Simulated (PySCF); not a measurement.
SMILES B/C=C\Cl at its PBE0/def2-SVP optimised geometry (Å):

```
8

B      1.0340     0.5668    -0.0003
C      0.1186    -0.6720     0.0000
C     -1.2291    -0.6720     0.0000
Cl    -2.2344     0.7180     0.0000
H      0.5686     1.6801    -0.0006
H      2.2344     0.4255    -0.0004
H      0.5508    -1.6801     0.0001
H     -1.8220    -1.5929     0.0000
```

Level of theory: PySCF 2.14.0 with PBE0/def2-TZVP. Cells within 0.4 Å of a nucleus heavier than hydrogen are left out (blank, or x).

Map of the electrostatic potential (hartree/e), clipped to [-0.08, 0.12] on the plane z = 0.0 Å:

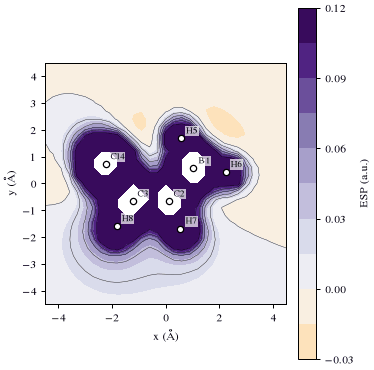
*Electrostatic potential (hartree/e), clipped to [-0.08, 0.12] on the plane z = 0.0 Å.*
